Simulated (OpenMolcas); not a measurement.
# One shape, several levels: Si2NH6Cl (SMILES N[SiH]([SiH3])Cl)

We compute a comparison of 6 runs (HF/3-21G, HF/6-31G*, M06-2X/6-31G*, M06-L/6-31G*, PBE/6-31G*, r2SCAN/6-31G*) of Si2NH6Cl. 

The results are computed with OpenMolcas 26.06.

### Step 1. Starting point

The species is Si2NH6Cl (10 atoms), meant as a singlet with charge 0. As SMILES, `N[SiH]([SiH3])Cl`. Geometry: relaxed at PBE0-D4/def2-TZVP. This is one conformer, not always the lowest.

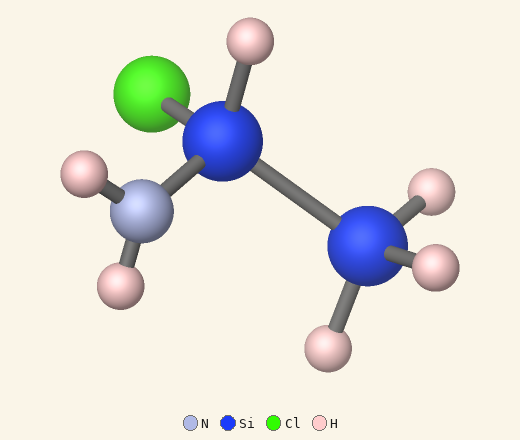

The structure, seen from a chosen angle (nitrogen light blue, silicon blue, chlorine green, hydrogen pink).

### Step 2. Energy and forces at HF/3-21G (run 1)

File test.input:

```
>>> EXPORT MOLCAS_PRINT=2

&GATEWAY
  BasLib=$CurrDir
  Coord
  10
  angstrom
  N       -0.500400       1.640400      -0.476600
  Si      -0.088700       0.024400      -0.834700
  Si       0.678000      -1.030800       1.103600
  Cl      -1.669600      -1.135800      -1.538400
  H       -1.066800       1.857300       0.327900
  H       -0.657600       2.302300      -1.220500
  H        0.889100       0.060000      -1.948200
  H        0.872200      -2.482600       0.855100
  H       -0.336100      -0.853800       2.179500
  H        1.962900      -0.432600       1.555400
  Basis=3-21G
  Group=NoSym

&SEWARD

&SCF
  Thresholds=1e-10 1e-07 1e-07 1e-05
  PrOrbitals=1 2

&ALASKA
```

The basis set 3-21G is read from a file made from the Basis Set Exchange's data (not shown).

Run with:

```sh
$ export MOLCAS_MEM=1860
$ pymolcas test.input > test.log
```

The program printed:

```text
--- Start Module: gateway ---
[...]
--- Stop Module: gateway /rc=_RC_ALL_IS_WELL_ ---
[...]
      Basis functions           60
[...]
--- Start Module: scf ---
[...]
       Convergence after  13 Iterations
[...]
::    Total SCF energy                              -1089.7791359109
[...]
      Total spin, S                                     0.0000000000
[...]
      Total electronic charge=   58.000000
      Total            charge=   -0.000000
[...]
      Dipole Moment (debye):
      Origin of the operator (angstrom)=   -0.4256   -0.4005   -0.4612
                   X=  1.1301E+00               Y=  2.5504E+00               Z=  1.1166E+00           Total=  3.0048E+00
      Quadrupole Moment (debye*angstrom):
[...]
 *              Molecular gradients               *
 **************************************************
  Irreducible representation: a
 ------------------------------------------------------------------------------------------
                              X                       Y                       Z
 ------------------------------------------------------------------------------------------
  N1                1.93369919937030E-02   -1.76823627906053E-02   -3.23932011458972E-04
  SI2              -4.16103792184153E-02   -8.79347124332330E-03   -5.27893870931351E-03
  SI3              -2.29883883024229E-03    4.43149796315279E-03   -7.02043512314177E-03
  CL4               3.36934268286164E-02    2.38942030871598E-02    1.55126823989846E-02
  H5               -6.02467824505748E-03   -1.57918081814490E-03    1.86021080477161E-04
  H6               -4.26761308155832E-03   -7.87924878973278E-05   -3.51608678203297E-03
  H7                9.31416893424686E-04    1.23622409751262E-03   -1.66121986275680E-03
  H8               -1.27985341037640E-04   -4.39272520091905E-04    5.05591852453913E-04
[...]
```

Wall time 5.1 s (1 thread of AMD EPYC 7R43 (Zen 3), shared host); peak memory 0.39 GiB.

### Step 3. Energy and gradient at HF/6-31G(d) (spherical functions) (run 2)

File input.xyz:

```xyz
10

N     -0.500400     1.640400    -0.476600
Si    -0.088700     0.024400    -0.834700
Si     0.678000    -1.030800     1.103600
Cl    -1.669600    -1.135800    -1.538400
H     -1.066800     1.857300     0.327900
H     -0.657600     2.302300    -1.220500
H      0.889100     0.060000    -1.948200
H      0.872200    -2.482600     0.855100
H     -0.336100    -0.853800     2.179500
H      1.962900    -0.432600     1.555400
```

File test.input:

```
* ClH6NSi2 Hartree-Fock
>>> EXPORT MOLCAS_PRINT=2

&gateway
 baslib
 $CurrDir
 coord
 input.xyz
 basis
 6-31Gs
 group
 NoSym

&seward

&scf
 thresholds
 1e-10 1e-07 1e-07 1e-05
 prorbitals
 1 2

&alaska
```

The basis set 6-31G* is read from a file made from the Basis Set Exchange's data (not shown).

Run with:

```sh
$ export MOLCAS_MEM=1860
$ pymolcas test.input > test.log
```

The program printed:

```text
--- Start Module: gateway ---
[...]
--- Stop Module: gateway /rc=_RC_ALL_IS_WELL_ ---
[...]
      Basis functions           80
[...]
--- Start Module: scf ---
[...]
       Convergence after  14 Iterations
[...]
::    Total SCF energy                              -1095.3236037995
[...]
      Total spin, S                                     0.0000000000
[...]
      Total electronic charge=   58.000000
      Total            charge=   -0.000000
[...]
      Dipole Moment (debye):
      Origin of the operator (angstrom)=   -0.4256   -0.4005   -0.4612
                   X=  5.8789E-01               Y=  2.1637E+00               Z=  7.6492E-01           Total=  2.3691E+00
      Quadrupole Moment (debye*angstrom):
[...]
 *              Molecular gradients               *
 **************************************************
  Irreducible representation: a
 ------------------------------------------------------------------------------------------
                              X                       Y                       Z
 ------------------------------------------------------------------------------------------
  N1                7.79735472951992E-03   -1.01578518145278E-02   -5.78439284298682E-04
  SI2              -9.41344279372380E-03    7.65132079775910E-04    3.26649775729226E-03
  SI3              -1.80179948067316E-03    3.04607726172446E-03   -4.84455656297200E-03
  CL4               4.40434192830708E-03    1.86558138977944E-03    2.58764771474951E-03
  H5               -4.45677856416804E-03    8.11484520498063E-04    6.88781916036696E-03
  H6               -9.27466470546978E-04    5.00086193035942E-03   -6.60206674083774E-03
  H7                3.70548464827181E-03    4.92220271913368E-04   -3.72689398147852E-03
  H8                1.77143999069429E-04   -3.91037345069734E-03   -9.60921222731836E-04
[...]
```

It took 13 s on 1 thread of AMD EPYC 7R43 (Zen 3), shared host; peak memory 0.45 GiB.

Runs 3 to 5 aren't shown in full; the table further down has their settings and results.

### Step 4. Energy and gradient at r2SCAN/6-31G(d) (spherical functions) (run 6)

File struct.xyz:

```xyz
10

N     -0.500400     1.640400    -0.476600
Si    -0.088700     0.024400    -0.834700
Si     0.678000    -1.030800     1.103600
Cl    -1.669600    -1.135800    -1.538400
H     -1.066800     1.857300     0.327900
H     -0.657600     2.302300    -1.220500
H      0.889100     0.060000    -1.948200
H      0.872200    -2.482600     0.855100
H     -0.336100    -0.853800     2.179500
H      1.962900    -0.432600     1.555400
```

File mol.inp:

```
* ClH6NSi2 Kohn-Sham DFT
&GATEWAY
BasLib=$CurrDir
Coord=struct.xyz
Basis=6-31Gs
Group=NoSym
&SEWARD
GridInput
Grid=UltraFine
End of Grid
&SCF
KSDFT=2
1.0 MGGA_X_R2SCAN
1.0 MGGA_C_R2SCAN
Thresholds=1e-10 1e-07 1e-07 1e-05
PrOrbitals=1
&ALASKA
```

The basis set 6-31G* is read from a file made from the Basis Set Exchange's data (not shown).

Run with:

```sh
$ export MOLCAS_MEM=1860
$ pymolcas mol.inp > mol.log
```

The program printed:

```text
--- Start Module: gateway ---
[...]
--- Stop Module: gateway /rc=_RC_ALL_IS_WELL_ ---
[...]
      Basis functions           80
[...]
--- Start Module: scf ---
[...]
       Convergence after  15 Iterations
[...]
::    Total KS-DFT energy                           -1097.4370908855
[...]
      Total spin, S                                     0.0000000000
[...]
      Total electronic charge=   58.000000
      Total            charge=   -0.000000
[...]
      Dipole Moment (debye):
      Origin of the operator (angstrom)=   -0.4256   -0.4005   -0.4612
                   X=  3.6876E-01               Y=  2.2359E+00               Z=  7.1876E-01           Total=  2.3773E+00
      Quadrupole Moment (debye*angstrom):
[...]
 *              Molecular gradients               *
 **************************************************
  Irreducible representation: a
 ------------------------------------------------------------------------------------------
                              X                       Y                       Z
 ------------------------------------------------------------------------------------------
  N1               -2.88183015094617E-03   -2.93835345988214E-03   -1.51864537511326E-03
  SI2              -5.25229751521827E-03    4.49391940182675E-03   -1.85836611870638E-03
  SI3               4.54755615695746E-04   -1.41179306864636E-03    1.90143426766021E-03
  CL4               5.21425234335382E-03    3.96305377893746E-03    2.80430662992615E-03
  H5                2.96015442549269E-03   -1.18204004104183E-03   -4.06160359397800E-03
  H6                9.81564247942490E-04   -3.40818960338174E-03    3.82260688232039E-03
  H7               -7.66530552690270E-04   -4.18340377900034E-04    7.84912921141689E-04
  H8               -2.37909109306877E-04    1.09921912051192E-03   -1.95619123653068E-04
[...]
```

Wall time 58 s (1 thread of AMD EPYC 7R43 (Zen 3), shared host); peak memory 0.44 GiB.

### Step 5. All runs side by side

```
run                                level  integration grid   energy (Eh)  dipole moment (D)  HOMO energy (eV)  LUMO energy (eV)  wall time
  1                             HF/3-21G                 –  -1089.779136               3.00            -10.81              3.50      5.1 s
  2      HF/6-31G* (spherical functions)                 –  -1095.323604               2.37            -10.79              3.31       13 s
  3  M06-2X/6-31G* (spherical functions)         UltraFine  -1097.452522               2.36             -8.98              0.94       53 s
  4   M06-L/6-31G* (spherical functions)         UltraFine  -1097.543723               2.41             -6.70             -0.25       57 s
  5     PBE/6-31G* (spherical functions)         UltraFine  -1096.982357               2.35             -6.36             -0.63       47 s
  6  r2SCAN/6-31G* (spherical functions)         UltraFine  -1097.437091               2.38             -6.73             -0.33       58 s
```

### Step 6. Outcome

| quantity | value |
| --- | --- |
| run 6: total energy | -1097.43709 Eh |
| run 6: dipole moment | 2.38 D |
| run 6: HOMO energy | -6.73 eV |
| run 6: LUMO energy | -0.33 eV |
| run 6: HOMO–LUMO gap | 6.40 eV |
| run 6: largest force on an atom | 0.368 eV/Å |

What this shows: The dipole moment (its size) runs from 2.35 D (PBE/6-31G*) to 3.00 D (HF/3-21G). The two ends differ in method and basis. The HOMO–LUMO gap runs from 5.74 eV (PBE/6-31G*) to 14.31 eV (HF/3-21G). Totals of different functionals can't be ranked against each other. All runs together took 3.9 min, the longest 58 s.
